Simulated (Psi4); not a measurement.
# SnH4 (SMILES [H][Sn]([H])([H])[H]): MP4(SDQ)/def2-SVP (density fitting, core potential)

What is the energy change on altering one bond length of SnH4 at MP4(SDQ)/def2-SVP (density fitting, core potential)? 

The calculation is run with Psi4 1.11.

2 further runs of the same task are left out: 2 set aside as unsound or not needed.

**1. The structure to begin with**

SnH4: 5 atoms, total charge 0, spin state singlet. As SMILES, `[H][Sn]([H])([H])[H]`. Geometry: a GFN2-xTB relaxation, a rough one for these elements and not checked as a minimum.

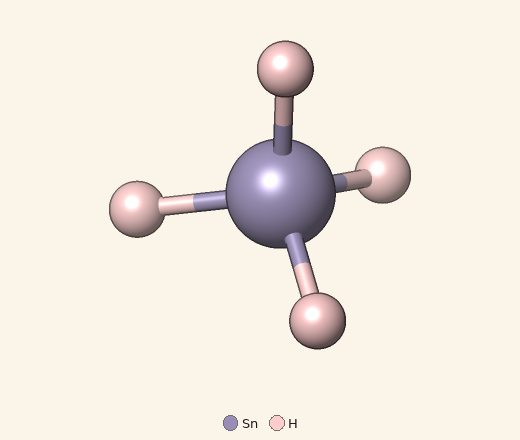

The structure, seen from a chosen angle (tin purple, hydrogen pink).

**2. A single-point energy at MP4(SDQ)/def2-SVP (density fitting, core potential)**

job.inp reads:

```
memory 1600 MB

molecule geom {
  Sn    -0.000990    -0.000230    -0.000480
  H      0.011990    -0.018470     1.638220
  H      1.540690     0.010760    -0.554870
  H     -0.779740     1.342080    -0.527140
  H     -0.771950    -1.334140    -0.555740
  no_reorient
  no_com
}

set basis def2-SVP
set num_frozen_docc 4

e, wfn = energy("mp4(sdq)", return_wfn=True)
print_variables()
```

On the command line:

```
psi4 -n 1 job.inp job.out
```

job.out:

```text
[...]
    !!!  WARNING: ECP capability is in beta. Please check occupations closely.  !!!
[...]
  Running in c1 symmetry.
[...]
  Nuclear repulsion =   29.608922089692939
[...]
  Multiplicity = 1
[...]
  Nalpha       = 13
  Nbeta        = 13
[...]
    Number of basis functions: 46
[...]
   @RHF iter   1:  -215.61939791427722   -1.74960e+00   3.01200e-03 DIIS/ADIIS
[...]
   @RHF iter   9:  -215.62695125900322   -1.33582e-12   1.41723e-09 DIIS
[...]
    Orbital Energies [Eh]
    ---------------------
    Doubly Occupied:
       1A     -5.856507     2A     -4.045520     3A     -4.045519
       4A     -4.045512     5A     -1.316161     6A     -1.316152
       7A     -1.316129     8A     -1.307992     9A     -1.307983
      10A     -0.694050    11A     -0.452115    12A     -0.451969
      13A     -0.451700
[...]
  @RHF Final Energy:  -215.62695125900322
   => Energetics <=
    Nuclear Repulsion Energy =             29.6089220896929390
    One-Electron Energy =                -437.2571286804547981
    Two-Electron Energy =                 192.0212553317586242
    Total Energy =                       -215.6269512590032207
[...]
 Multipole Moments:
 ------------------------------------------------------------------------------------
     Multipole            Electronic (a.u.)      Nuclear  (a.u.)        Total (a.u.)
 ------------------------------------------------------------------------------------
 L = 1.  Multiply by 2.5417464519 to convert [e a0] to [Debye]
 Dipole X            :          0.0365710           -0.0392874           -0.0027164
 Dipole Y            :          0.0082418           -0.0091274           -0.0008856
 Dipole Z            :          0.0176010           -0.0190673           -0.0014663
 Magnitude           :                                                    0.0032114
[...]
      * MP2 total energy:                   -215.758923818710
[...]
      * MP3 total energy:                   -215.780758427595
[...]
```

Wall time 1.7 s (1 thread of Intel Xeon 6975P-C (Granite Rapids), shared host); peak memory 0.22 GiB.

**3. The distorted shape**

input.in reads:

```
memory 1600 mb

molecule {
  Sn    -2.313494    -0.016715     0.831099
  H     -2.300514    -0.034955     2.469799
  H      1.540690     0.010760    -0.554870
  H     -3.092244     1.325595     0.304439
  H     -3.084454    -1.350625     0.275839
  no_reorient
  no_com
}

set {
  basis           def2-SVP
  num_frozen_docc 4
}

result = energy('mp4(sdq)')
```

On the command line:

```
psi4 input.in input.out -n 1
```

input.out:

```text
[...]
    !!!  WARNING: ECP capability is in beta. Please check occupations closely.  !!!
[...]
  Running in c1 symmetry.
[...]
  Nuclear repulsion =   25.076488229668438
[...]
  Multiplicity = 1
[...]
  Nalpha       = 13
  Nbeta        = 13
[...]
    Number of basis functions: 46
[...]
   @RHF iter   1:  -215.38248519621544   -1.69200e+00   3.51970e-03 ADIIS/DIIS
[...]
   @RHF iter  10:  -215.42320229059362   -2.10321e-12   3.86700e-09 DIIS
[...]
    Orbital Energies [Eh]
    ---------------------
    Doubly Occupied:
       1A     -5.923492     2A     -4.115380     3A     -4.110251
       4A     -4.110244     5A     -1.381280     6A     -1.381258
       7A     -1.380248     8A     -1.372736     9A     -1.372729
      10A     -0.712003    11A     -0.494957    12A     -0.494806
      13A     -0.258407
[...]
  @RHF Final Energy:  -215.42320229059362
   => Energetics <=
    Nuclear Repulsion Energy =             25.0764882296684384
    One-Electron Energy =                -426.7837979227012966
    Two-Electron Energy =                 186.2841074024392469
    Total Energy =                       -215.4232022905936219
[...]
 Multipole Moments:
 ------------------------------------------------------------------------------------
     Multipole            Electronic (a.u.)      Nuclear  (a.u.)        Total (a.u.)
 ------------------------------------------------------------------------------------
 L = 1.  Multiply by 2.5417464519 to convert [e a0] to [Debye]
 Dipole X            :        107.4166401         -109.2892680           -1.8726279
 Dipole Y            :          0.7740671           -0.7879308           -0.0138637
 Dipole Z            :        -38.5953181           39.2673467            0.6720286
 Magnitude           :                                                    1.9896105
[...]
      * MP2 total energy:                   -215.588235916158
[...]
      * MP3 total energy:                   -215.631182909325
[...]
```

Run time: 1.7 s. Hardware: 1 thread of Intel Xeon 6975P-C (Granite Rapids), shared host; peak memory 0.22 GiB.

**4. Summary of results**

At MP4(SDQ)/def2-SVP (density fitting, core potential), 4 core orbitals frozen:

| quantity | value |
| --- | --- |
| first shape: total energy | -215.78617 Eh |
| first shape: HOMO energy (Hartree–Fock orbitals) | -12.29 eV |
| first shape: LUMO energy (Hartree–Fock orbitals) | 3.86 eV |
| first shape: HOMO–LUMO gap (Hartree–Fock orbitals) | 16.15 eV |
| first shape: correlation energy (4 core orbitals frozen) | -159.2 mEh |
| distorted shape: total energy | -215.65551 Eh |
| distorted shape: HOMO energy (Hartree–Fock orbitals) | -7.03 eV |
| distorted shape: LUMO energy (Hartree–Fock orbitals) | -1.89 eV |
| distorted shape: HOMO–LUMO gap (Hartree–Fock orbitals) | 5.15 eV |
| distorted shape: correlation energy (4 core orbitals frozen) | -232.3 mEh |
| energy change with the Sn1–H3 bond stretched from 1.638 to 4.096 Å | 3.555 eV |

One bond (distorted shape) is far stretched, which a spin-restricted single reference describes badly; perturbation theory on it can break down and give far too much correlation. With the Sn1–H3 bond stretched from 1.638 to 4.096 Å the energy rises by 3.56 eV (82 kcal/mol). The first shape isn't relaxed at this level, so the change isn't measured from a minimum. A restricted reference can't describe the breaking bond well at this length.
